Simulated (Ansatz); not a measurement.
**BFH$_{6}$N$_{2}$Si: density, localisation and related maps**

Input file:

```
crystal:
  periodic: [false, false, false]
  atoms:
    - { symbol: "N", position_ang: [-0.7642, 1.4692, 1.3172] }
    - { symbol: B, position_ang: [-0.7791, 0.0572, 0.8441] }
    - { symbol: "N", position_ang: [0.5151, -0.6578, 0.5771] }
    - { symbol: Si, position_ang: [1.45354, -0.88683, 2.08095] }
    - { symbol: F, position_ang: [0.54551, -1.73747, 3.21328] }
    - { symbol: H, position_ang: [0.1631, 1.9, 1.3359] }
    - { symbol: H, position_ang: [-1.2888, 2.0543, 0.5688] }
    - { symbol: H, position_ang: [-1.7544, -0.5104, 0.705] }
    - { symbol: H, position_ang: [0.28552, -1.66021, 0.20633] }
    - { symbol: H, position_ang: [1.66422, 0.52095, 2.63313] }
    - { symbol: H, position_ang: [2.70334, -1.46964, 1.83535] }
basis:
  gaussian: { orbitals: def2-SVP }
hamiltonian:
  xc: pbe
  dispersion: d4
relax:
  f_tol: 0.015
  max_steps: 40
output:
  orbitals: {}
```

Command:

```sh
ansatz run input.yaml --threads 2 --pin off --max-ram 3072MiB --backend cpu --events-out ev --progress --plain --runs-dir out
```

The fields are those of the relaxed geometry.

These are results of Ansatz 0.2.0, RKS PBE-D4/def2-SVP, not measurements.

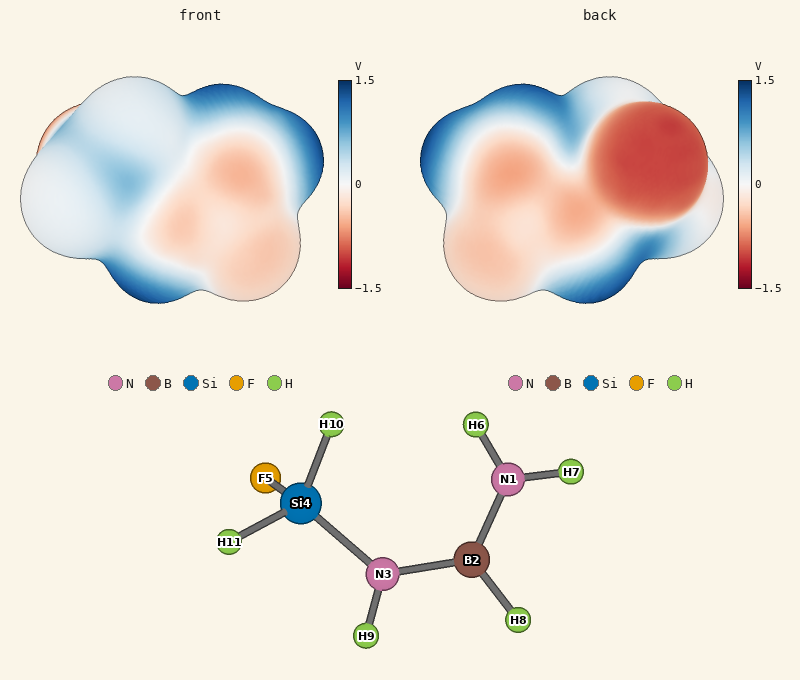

Figure 1. The electrostatic potential painted on the density surface at 0.001 e/bohr³, seen from the front and from behind; the colour scale runs from red (negative) to blue (positive). The bare structure is drawn below in the same view.

> Describe the electrostatic potential map.

The most negative region (about −1.0 V) lies over F5, the most positive (about +1.4 V) over H7 and H9.

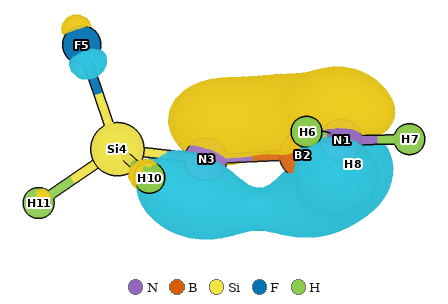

Figure 2. The HOMO−1 at ±0.15 Å⁻³ᐟ² (yellow and cyan are the two phases), seen from one side.

> Where does this orbital lie, and at what energy?

It lies mainly on N3 (about 30 %), B2 (about 25 %), N1 (about 20 %) and H8 (about 10 %). Its energy is −7.64 eV.

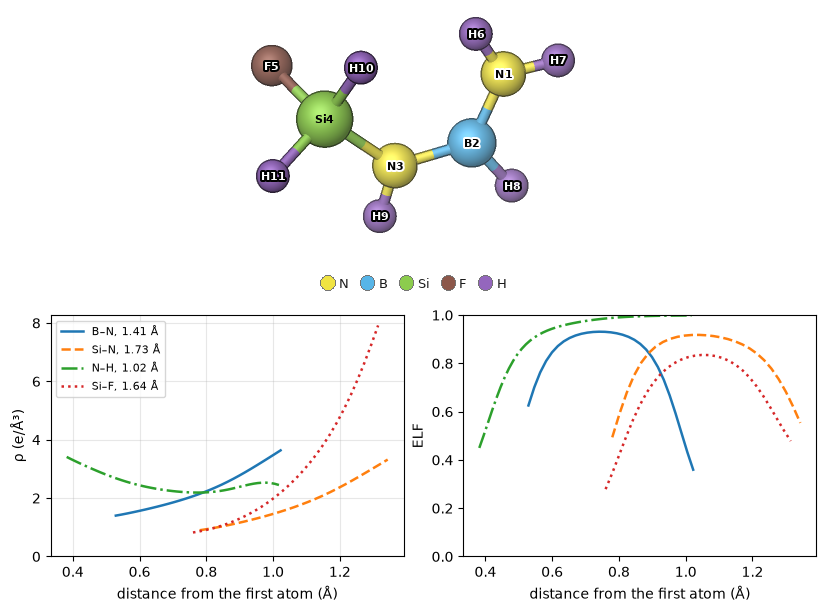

Figure 3. Total electron density and ELF along straight lines between neighbouring atoms. The curves leave out the atomic cores. The structure is drawn too.

> What can be read from the curves?

B–N (1.41 Å): ρ is about 1.9 e/Å³ halfway; the ELF peaks at about 0.95 between the atoms, as expected for a shared but strongly polarised pair.
Si–N (1.73 Å): the density is about 1.1 e/Å³ at the midpoint; the ELF peaks at about 0.90 between the atoms: a polar covalent bond.
N–H (1.02 Å): ρ is about 2.8 e/Å³ halfway; the ELF climbs to about 1 towards the hydrogen, as it does in any bond to H: an ordinary covalent bond to hydrogen.
Si–F (1.64 Å): the density is about 0.97 e/Å³ at the midpoint; the ELF peaks at about 0.85 in the valence shell of F, 0.6 Å from its nucleus, and is about 0.50 at the midpoint.
